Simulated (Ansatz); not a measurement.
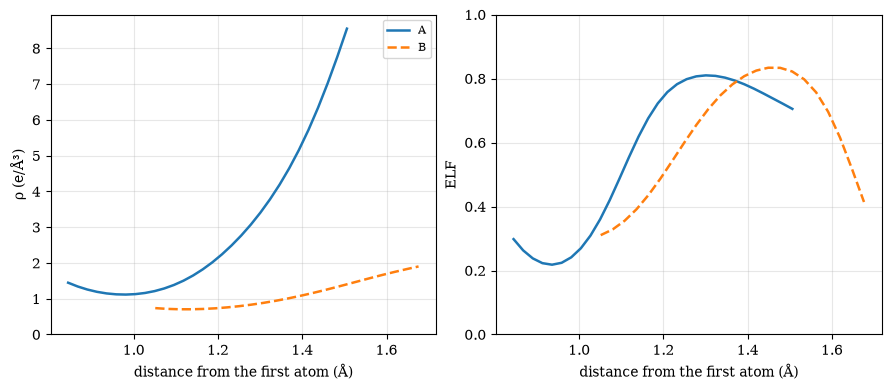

Cl$_{2}$F$_{4}$Mo (SMILES [F][Mo]([F])([F])([F])([Cl])[Cl]). Electron density and electron localisation function along straight lines between neighbouring atoms. The curves leave out the atomic cores.

Geometry: PBE0-D4/def2-SVP; core potentials replace the inner electrons of Mo.

All numbers below come from isolated molecule in a Gaussian basis; Kohn-Sham density functional theory, functional PBE0 (Ansatz 0.2.0).

```tsv
atom	x (Å)	y (Å)	z (Å)
Cl	-0.2985	-0.8987	2.0657
Cl	0.2982	0.8986	-2.0657
F	-0.4583	1.6434	0.6487
F	-1.7504	-0.3316	-0.3971
F	0.4586	-1.6433	-0.6487
F	1.7504	0.3316	0.3972
Mo	0.0000	0.0000	0.0000
```

> Which curve belongs to which contact (Mo–Cl and Mo–F)? The first atom named is at distance zero.

Curve A: Mo–F (1.83 Å): ρ is about 1.2 e/Å³ halfway; the ELF peaks at about 0.80 in the valence shell of F, 0.5 Å from its nucleus, and drops to about 0.20 between the two atoms. Curve B: Mo–Cl (2.27 Å): ρ is about 0.71 e/Å³ halfway; the ELF peaks at about 0.85 in the valence shell of Cl, 0.8 Å from its nucleus, and is about 0.40 at the midpoint.
